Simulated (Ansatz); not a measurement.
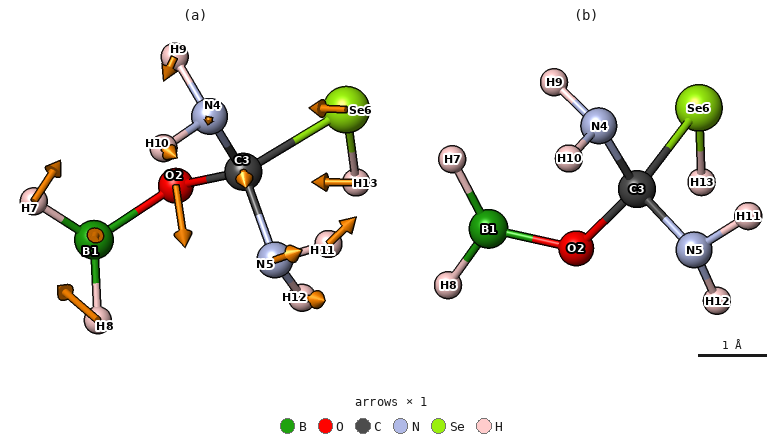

The structure of CH7BN2OSe before (left) and after (right) a relaxation, at one scale. The orange arrows give the displacements, at their true length.

The picture is a ball-and-stick view, seen at a tilt.

The run prepares an end point of a later path (inversion) calculation, from a guessed geometry.

Method: RKS PBE-D4/def2-SVP in Ansatz. (no spin polarisation; force threshold 0.015 eV/Å; at most 40 steps)

Summarise the run.

The largest move after the best rigid fit is that of H8, 1.18 Å. By element the largest moves are H 1.18 Å, O 1.06 Å, Se 0.66 Å, N 0.60 Å, C 0.38 Å, B 0.36 Å. Among the contacts that change: B1–O2 1.541 → 1.351 Å, C3–Se6 1.945 → 2.070 Å, C3–N4 1.513 → 1.412 Å, N4–H9 1.115 → 1.024 Å. Bond angles that change, for instance: B1–O2–C3 112.7° → 124.3°, C3–N4–H9 104.9° → 112.9°, N5–C3–Se6 109.0° → 116.5°. Groups turn about B1–O2 by about 90°, O2–C3 by about 90°. The energy falls by 163.0 kJ/mol in 30 accepted moves (36 points after the start). The largest force component goes from 4.6 to 0.0092 eV/Å. The line search rejected the trial steps at points 12, 24, 25, 30, 33, 35 of the run. The forces were under the threshold at step 34, but the run went on from there.
